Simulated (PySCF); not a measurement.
**Run report: B$_{2}$SiH$_{6}$SO, core-level calculation**

- system: B$_{2}$SiH$_{6}$SO
- method: delta-SCF UKS SCAN, pcX-1 on the ionised atom, pcseg-1 elsewhere, spin-free X2C (PySCF 2.14.0)

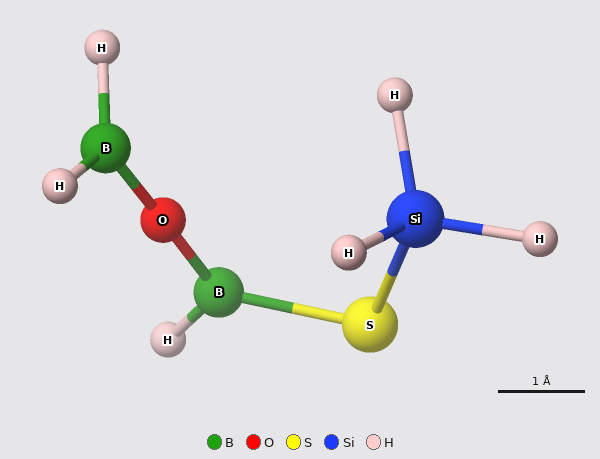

**Figure 1.** The input geometry (ball-and-stick view, seen at a tilt).

### Input file
```
{"job": {"kind": "xps", "basis": "pcX-1"}, "charge": 0, "multiplicity": 1}
B      1.776020     0.802555     0.307834
O      1.111869    -0.163121    -0.336243
B      0.468868    -1.137989    -0.989719
S     -1.321587    -1.390829    -0.868902
Si    -1.884457     0.185333     0.496729
H      2.197058     0.570191     1.417509
H      1.921610     1.870424    -0.241411
H      1.083136    -1.896260    -1.698583
H     -1.203315     0.018348     1.813368
H     -3.358441     0.062976     0.668472
H     -1.547422     1.525248    -0.066101
```

The first line tells a small driver script what to run in PySCF; the rest is the geometry in Å.

Command:
```bash
OMP_NUM_THREADS=1 python <driver script> task.json out
```

### The program's output
```
ground state, core basis on atom 0 (B), 118 functions
  cycle   1  E = -817.75004892  |g| = 5.62e-01
  cycle   2  E = -817.54445889  |g| = 1.16e+00
  cycle   3  E = -817.80974999  |g| = 1.40e-01
  cycle   4  E = -817.81382959  |g| = 5.65e-02
  cycle   5  E = -817.81487903  |g| = 1.08e-02
  cycle   6  E = -817.81491577  |g| = 3.98e-03
  cycle   7  E = -817.81492049  |g| = 9.51e-04
  cycle   8  E = -817.81492053  |g| = 4.90e-04
  E(ground) = -817.86623738 Eh
hole in B 1s of atom 0
  cycle   1  E = -810.16099654  |g| = 1.15e+00
  cycle   2  E = -808.34229383  |g| = 1.85e+00
[... 11 cycles left out ...]
  E(ion) = -810.61676924 Eh   <S^2> = 0.8836   hole on atom = 1.000   binding energy = 197.268 eV
ground state, core basis on atom 1 (O), 118 functions
[... 5 cycles left out ...]
  E(ground) = -817.86575524 Eh
hole in O 1s of atom 1
[... 9 cycles left out ...]
  E(ion) = -798.03466455 Eh   <S^2> = 0.7610   hole on atom = 1.000   binding energy = 539.631 eV
ground state, core basis on atom 2 (B), 118 functions
[... 6 cycles left out ...]
  E(ground) = -817.86608371 Eh
hole in B 1s of atom 2
[... 12 cycles left out ...]
  E(ion) = -810.61655287 Eh   <S^2> = 0.8222   hole on atom = 1.000   binding energy = 197.270 eV
ground state, core basis on atom 3 (S), 130 functions
[... 6 cycles left out ...]
  E(ground) = -817.99605221 Eh
hole in S 1s of atom 3
[... 10 cycles left out ...]
  E(ion) = -726.97487971 Eh   <S^2> = 0.7512   hole on atom = 1.000   binding energy = 2476.812 eV
hole in S 2p of atom 3
[... 10 cycles left out ...]
  E(ion) = -811.76329315 Eh   <S^2> = 0.7541   hole on atom = 1.001   binding energy = 169.602 eV
  2p3/2 = 169.088 eV   2p1/2 = 170.312 eV
ground state, core basis on atom 4 (Si), 130 functions
[... 6 cycles left out ...]
  E(ground) = -817.91973953 Eh
hole in Si 1s of atom 4
[... 10 cycles left out ...]
  cycle  11  E = -750.01472882  |g| = 3.01e-04
  E(ion) = -750.03237032 Eh   <S^2> = 0.7526   hole on atom = 1.000   binding energy = 1847.309 eV
hole in Si 2p of atom 4
  cycle   1  E = -813.61010858  |g| = 1.23e+00
  cycle   2  E = -813.35079590  |g| = 1.16e+00
  cycle   3  E = -813.84270030  |g| = 3.49e-01
  cycle   4  E = -813.92640893  |g| = 1.16e-01
  cycle   5  E = -813.93472922  |g| = 4.60e-02
  cycle   6  E = -813.93590004  |g| = 1.87e-02
  cycle   7  E = -813.93602972  |g| = 5.74e-03
  cycle   8  E = -813.93604419  |g| = 1.34e-03
  cycle   9  E = -813.93604585  |g| = 3.94e-04
  E(ion) = -813.95650382 Eh   <S^2> = 0.7528   hole on atom = 1.002   binding energy = 107.845 eV
  2p3/2 = 107.597 eV   2p1/2 = 108.219 eV
```

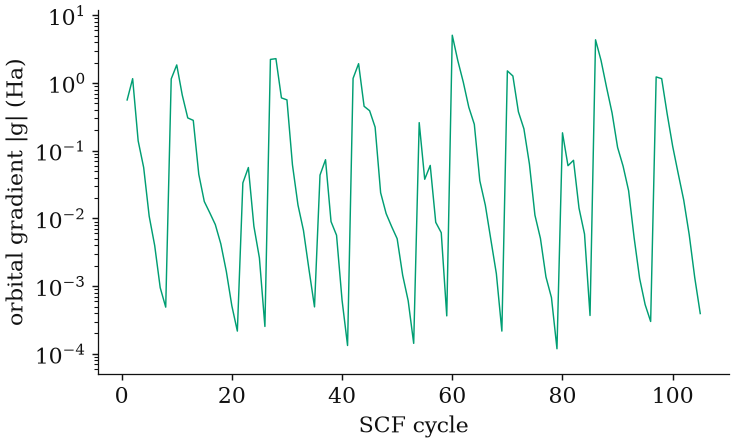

**Figure 2.** Convergence of the self-consistent field: orbital gradient |g| against the SCF cycle. All cycles printed in the log are drawn one after another.

### Results in brief

- outcome: converged
- hardware: 1 CPU thread, shared host
- wall time: 26 s
- peak memory: 0.57 GiB

### Remarks

The core-hole state is spin-contaminated.
